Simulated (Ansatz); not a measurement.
# CuFH, charge +1: a pair, distance and angle

The runs use Ansatz 0.2.0; RKS r2SCAN0-D4/def2-TZVPD.

**1. Where the work starts**

3 atoms, charge 1, spin multiplicity 1.

Atoms are counted from 1 here; the program's logs count them from 0.

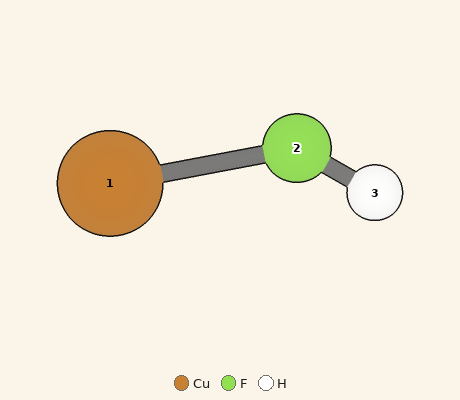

The starting geometry (copper orange, fluorine green, hydrogen white); atoms are numbered from 1 in the order of the file.

Coordinates:

```tsv
atom	x (Å)	y (Å)	z (Å)
Cu1	0.0109	0.0105	-1.5870
F2	0.1839	0.1754	0.3999
H3	-0.1947	-0.1860	1.1871
```

**5. The grid**

First coordinate, distance F2···Cu1: 13 values from 1.691 to 4.291 Å. Second coordinate, turn of Cu1 about F2: 13 values from −90 to 90 °.

Nothing else is relaxed (both partners rigid). Energies count from the ion and the molecule far apart, frozen as in the relaxed pair, each in its own basis (no counterpoise correction).

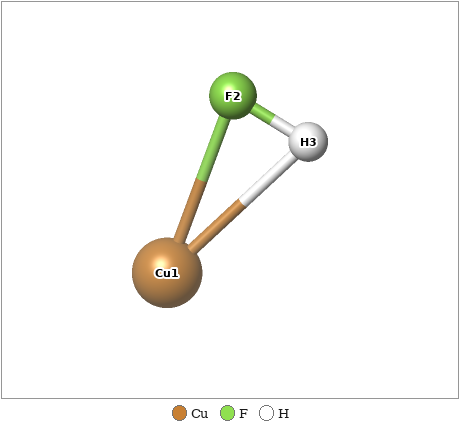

The geometry at distance F2···Cu1 = 2.064 Å, turn of Cu1 about F2 = 60°.

(The set-up runs are not shown.)

**6. Point distance F2···Cu1 = 2.064 Å, turn of Cu1 about F2 = 60°**

The input, input.yaml:

```yaml
crystal:
  periodic: [false, false, false]
  atoms:
    - { symbol: Cu, position_ang: [-1.18973, -1.135696, -0.403747] }
    - { symbol: F, position_ang: [0.182518, 0.174156, 0.409469] }
    - { symbol: H, position_ang: [-0.192607, -0.184009, 1.180098] }
total_charge: 1
basis:
  gaussian: { orbitals: def2-TZVPD }
hamiltonian:
  xc: { name: r2SCAN0 }
  dispersion: d4
output:
  forces: true
```

Launch:

```console
ansatz run input.yaml --threads 1 --pin off --max-ram 2560MiB --backend cpu --events-out ev --progress --plain --runs-dir out
```

What time and memory should one allow on 1 thread of Arm Neoverse V1, shared host?

About 4 s, with a peak of 0.17 GiB.
